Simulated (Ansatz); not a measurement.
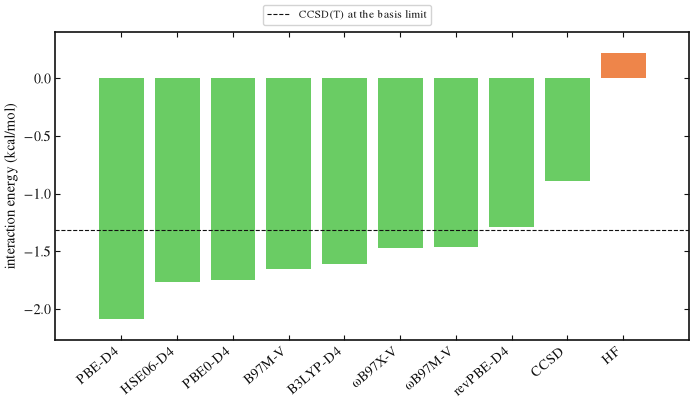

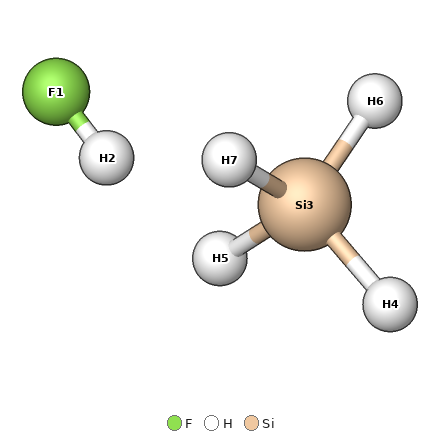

Counterpoise interaction energy of the pair FH and H₄Si at one optimised PBE0-D4 geometry, drawn, with the closest contact F1···H5 2.69 Å (H···H pairs aside; other arrangements can bind more strongly; the cost of deforming the partners isn't counted), def2-TZVPPD, the Ansatz code; cores frozen in correlated methods. The line takes HF and MP2 limits from def2-TZVPPD and QZVPPD, and the coupled-cluster step in TZVPPD. The distance of CCSD to the limit includes basis error.

> Which level comes closest to the line (CCSD(T) at the basis limit), and which misses most?

Closest revPBE-D4 (−1.29 kcal/mol), against −1.32 kcal/mol; farthest HF (0.22 kcal/mol).

> What range do the values span, the line included?

From −2.08 kcal/mol (PBE-D4) to 0.22 kcal/mol (HF).
